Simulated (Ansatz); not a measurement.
```xyz
12
Lattice="2.9214 0.0000 0.0000 0.0000 2.9214 0.0000 0.0000 0.0000 12.6943" Properties=species:S:1:pos:R:3 pbc="T T T"
Ti    1.4607    1.4607    2.2303
Ti    0.0000    0.0000    8.5774
Ti    0.0000    0.0000    4.1169
Ti    1.4607    1.4607   10.4640
Si    0.0000    0.0000    0.0000
Si    1.4607    1.4607    6.3472
N     1.4607    1.4607    4.5239
N     0.0000    0.0000   10.8710
N     1.4607    1.4607    0.0000
N     0.0000    0.0000    6.3472
N     0.0000    0.0000    1.8233
N     1.4607    1.4607    8.1704
```

Space group I4/mmm; a structure generated by program, which may or may not match a known phase; computed without spin polarisation.

These are results of Ansatz 0.2.0, DFT PBE, scalar-relativistic, plane waves, PAW, not measurements.

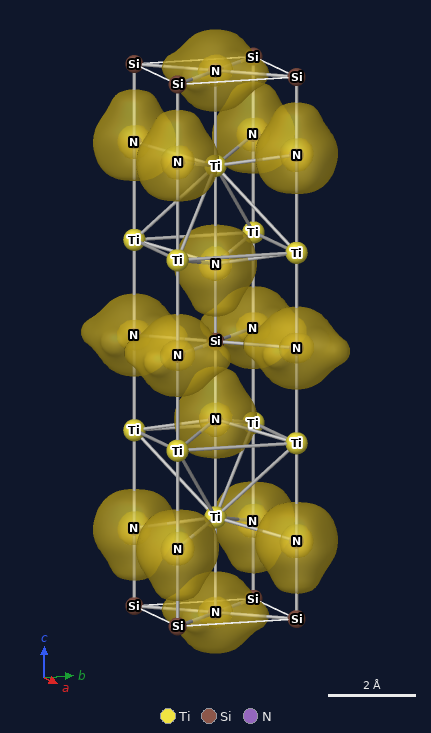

Ti$_{2}$SiN$_{3}$. Isosurface of the ELF at 0.6 (yellow), seen slightly off an axis. Only the valence region is drawn (cores and ρ < 0.01 e/Å³ removed). Sticks mark near contacts.

Core electrons are frozen (PAW), and the valence fields are smoothed inside the atomic spheres.

Describe the localisation domains.

Answer. The surface consists of six regions on N in which the atom's valence shell and bonds are merged, counted in one cell of 12 atoms. Regions shared between cells count once. Along the contacts the grid gives the following. Si–N (1.82 Å): the ELF peaks at about 0.85 between the atoms. Ti–N (2.11 Å): the ELF peaks at about 0.85 in the valence shell of N, 0.7 Å from its nucleus, and is about 0.20 at the midpoint (no shared electron pair shows on this line).
